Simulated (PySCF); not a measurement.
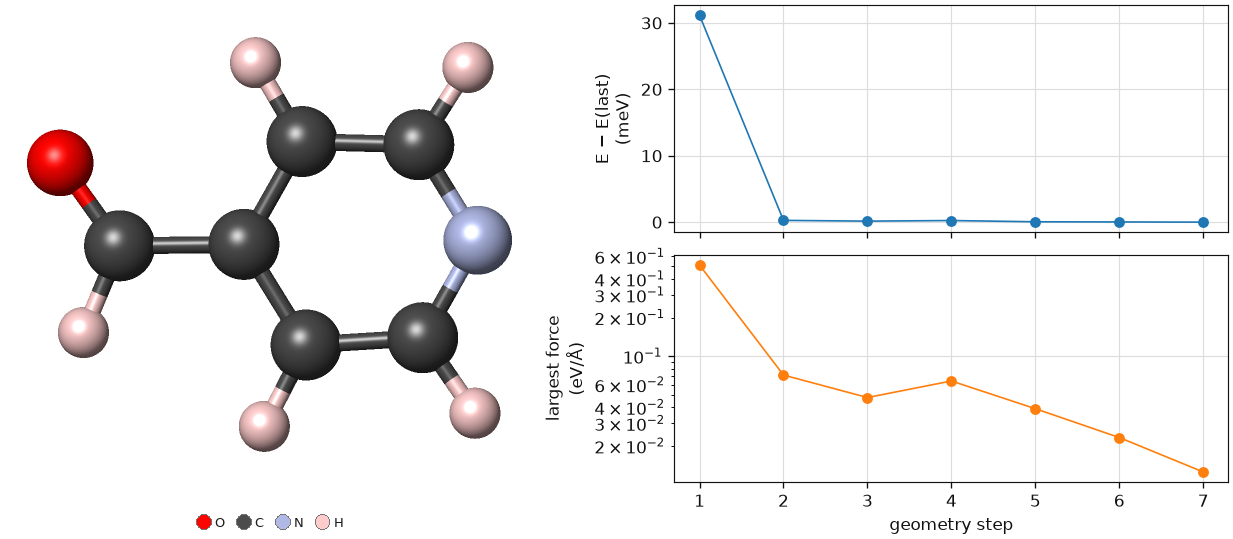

Beside the plot: the molecule at the start.

History of a geometry optimisation. 4-Pyridine Carbaldehyde (SMILES O=Cc1ccncc1); PBE0-D3(BJ)/def2-SVP, geometry optimisation (PySCF 2.14.0, density fitting).

The optimisation met its thresholds at geometry 7, counting the start as the first. The energy fell by about 31 meV from the first step to the last. The largest force goes from about 0.51 eV/Å at the start to 0.012 eV/Å at the end.
